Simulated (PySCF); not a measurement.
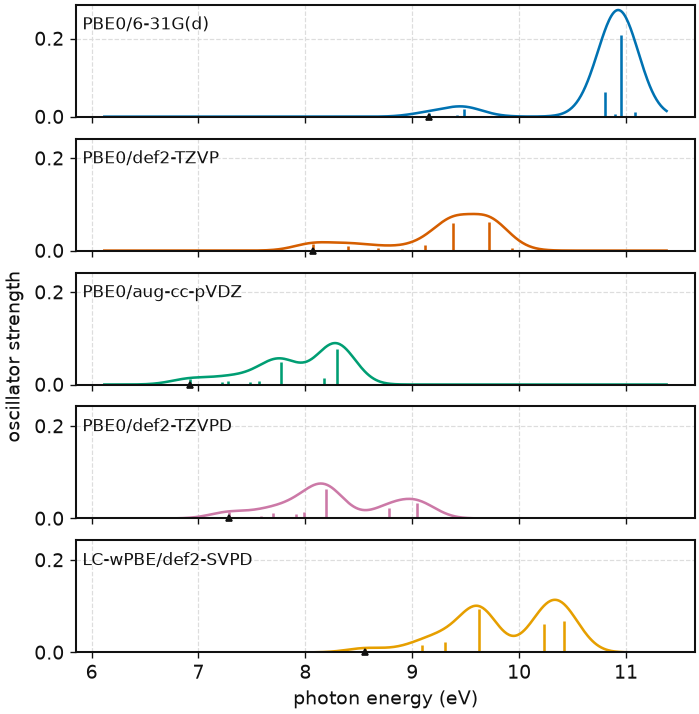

Vertical TDDFT spectra of C₄H₈ (methylcyclopropane), SMILES CC1CC1 at one geometry and several levels (PySCF 2.14.0, at a PBE0-D3(BJ)/def2-SVP geometry (no frequency check)); sticks with Gaussians of 1/e half-width 0.25 eV, the triangle marks S1, which has the same leading orbital pair at all these levels. Only the lowest states were computed, so the high end is incomplete.

### How far does S1 move with the level of theory?

From lowest to highest: PBE0/aug-cc-pVDZ 6.92 eV, PBE0/def2-TZVPD 7.28 eV, PBE0/def2-TZVP 8.07 eV, LC-wPBE/def2-SVPD 8.56 eV, PBE0/6-31G(d) 9.16 eV; a spread of 2.24 eV.

Caveats, for all or some of the runs: 6-31G(d) has no diffuse functions, so states with Rydberg character are missing or too high; core orbitals are frozen in the response; def2-TZVP has no diffuse functions, so states with Rydberg character are missing or too high; states above the negative HOMO energy depend on the basis.
